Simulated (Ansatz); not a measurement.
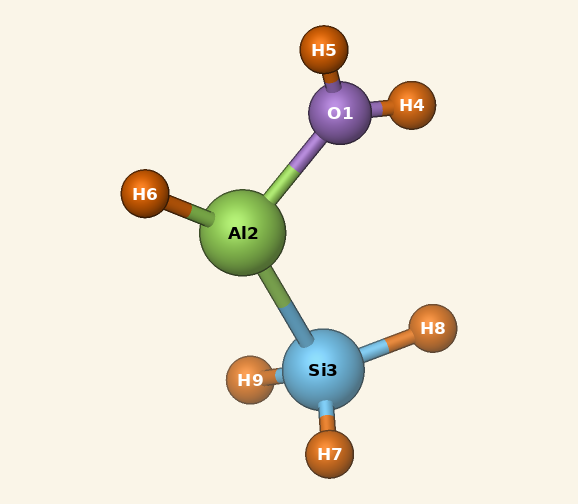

(Drawn from a calculation with Ansatz.)

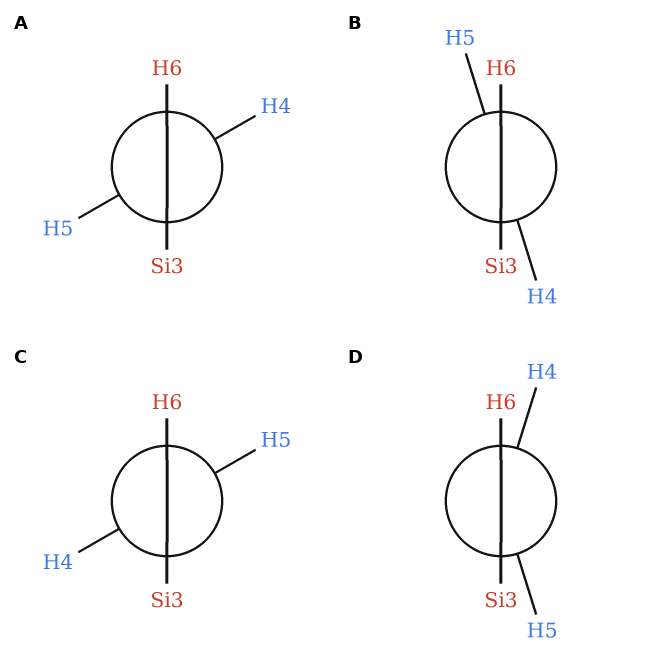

Atoms fade into the background with distance from the viewer. Bonds that would overlap in a projection are set slightly apart. The species has charge +1 and is a spin singlet. Geometry: moved along internal coordinates away from the minimum.

**Which Newman projection shows the view along Al2–O1, with Al2 in front?**

B. The torsion angle Si3–Al2–O1–H4 is 0°, synperiplanar (eclipsed).
